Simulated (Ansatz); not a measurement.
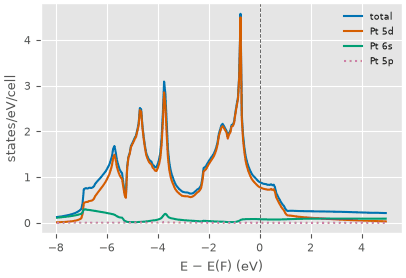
Figure: Total and projected density of states of Pt (bcc (W type), Im-3m), r²SCAN (plane waves, PAW; program Ansatz)

**Question.** Which orbitals carry the states next to the Fermi level?

**Answer.** Within 0.5 eV of the Fermi level: Pt 5d 89 %, Pt 6s 8 %. Projections are on Löwdin-orthogonalised atomic valence shells; empty p or d shells of many metals are not among them.

**Question.** Where is the tallest occupied peak in this window, and what makes it?

**Answer.** Near -0.8 eV, about 4.6 states/eV per cell; the largest projected share is Pt 5d.

The first step of the workflow began from a Materials Project structure, measured or hypothetical; the Crystallography Open Database copy checked does not list it. It is not the phase usual at ambient conditions (space group No. 225). Symmetry was held in the r²SCAN relaxation. At this level the phase is mechanically unstable. No spin polarisation was allowed. Scalar-relativistic: spin–orbit coupling is off unless named, which matters more the heavier the elements.

Potentials: the later of the program's two PAW sets.
